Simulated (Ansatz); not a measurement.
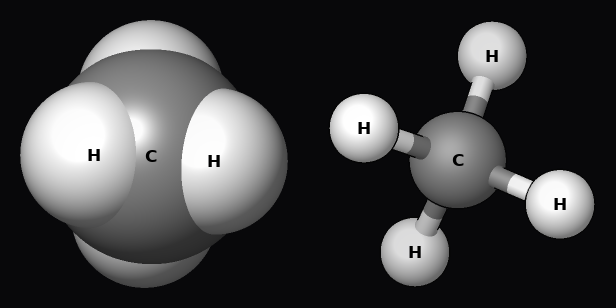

Two views of one molecule.

Describe the molecule.

The molecule is CH₄. This geometry has Td symmetry. Coordination: 1 C tetrahedral.

The parts below concern this one geometry. Atoms keep their numbers from picture to picture. The computed structure is the end point of a PBE0-D4/def2-TZVP optimisation.

## Vibrations

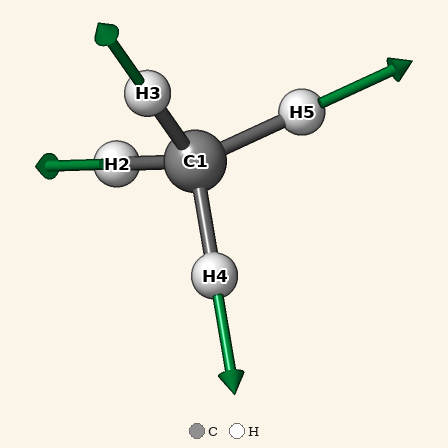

The arrows show one normal mode. Harmonic vibrations computed with RKS PBE0-D4/def2-TZVP (Ansatz 0.2.0) at a stationary point of the same level.

> Describe the motion.

Mostly in-phase stretching of 4 C–H bonds.

> Estimate its harmonic wavenumber.

3047 cm⁻¹; it is mode 6 of 9 counted from the lowest.

## Electronic properties

Level of theory: RKS PBE0-D4/def2-TZVPP (Ansatz 0.2.0).

Computed properties:

- HOMO energy (Kohn–Sham orbital): −10.98 eV
- LUMO energy (Kohn–Sham orbital): 1.70 eV
- HOMO–LUMO gap: 12.68 eV

## Charges

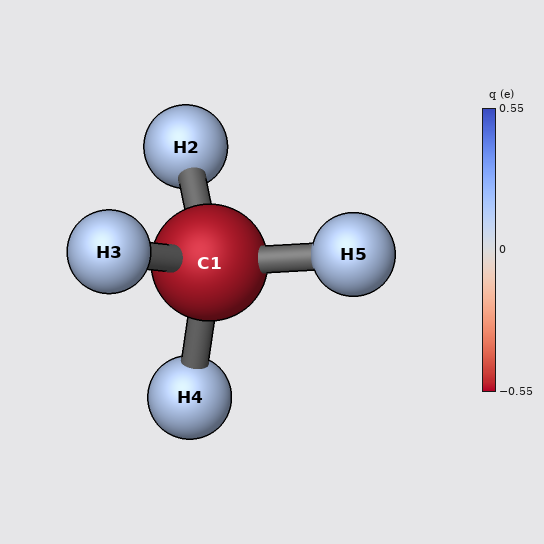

Atoms are coloured by their Mulliken charges. Method: RKS PBE0-D4/def2-TZVP (Ansatz 0.2.0).

Give the Mulliken charges atom by atom.

```json
{"atom": "C1", "value (e)": "−0.53"}
{"atom": "H2", "value (e)": "0.13"}
{"atom": "H3", "value (e)": "0.13"}
{"atom": "H4", "value (e)": "0.13"}
{"atom": "H5", "value (e)": "0.13"}
```

## Thermal motion

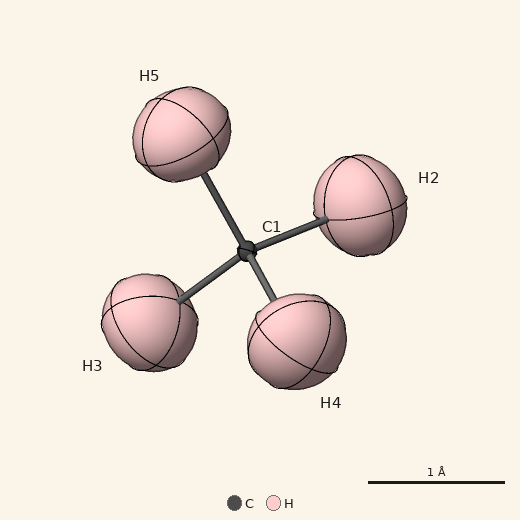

Displacement ellipsoids at the 50 % level, enlarged 3 times, from the internal vibrations of the free molecule (harmonic, no overall translation or rotation; no half-axis is drawn under 0.075 Å). Vibrations computed with RKS PBE0-D4/def2-TZVP (Ansatz 0.2.0). Temperature: 0 K (zero-point motion alone).

> Which atom moves most?

H2, H3, H4, H5, with U_eq = 0.0061 Å².

List U_eq and the three principal root-mean-square amplitudes for each kind of atom.

| atom | U_eq (Å²) | rms amplitudes (Å) |
| --- | --- | --- |
| C1 | 0.00021 | 0.014, 0.014, 0.014 |
| H2, H3, H4, H5 | 0.0061 | 0.071, 0.081, 0.081 |

Mulliken values depend strongly on the basis set and can even reverse the polarity of a bond.
